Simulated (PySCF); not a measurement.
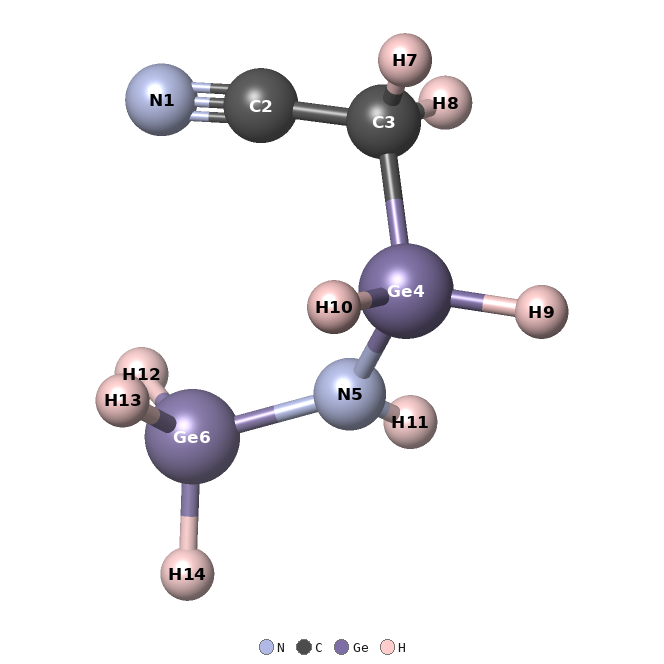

Computed geometry: PBE0-D3(BJ)/def2-SVP optimisation. No frequency run is at hand to confirm it as a minimum. Method: B3LYP/pcJ-1 (pcSseg-1 on Ge) indirect spin-spin coupling, non-relativistic, gas phase (PySCF 2.14.0). Isotopes: 13C, 1H, 15N.

Give the spin–spin coupling constants of these pairs, with the number of bonds between them: C3/N5, N5/H9, N1/H7, N5/H7.

```json
{"pair": "C3, N5", "bonds apart": "2", "J (Hz)": "−1.7"}
{"pair": "N5, H9", "bonds apart": "2", "J (Hz)": "−5.8"}
{"pair": "N1, H7", "bonds apart": "3", "J (Hz)": "−1.7"}
{"pair": "N5, H7", "bonds apart": "3", "J (Hz)": "−2.2"}
```
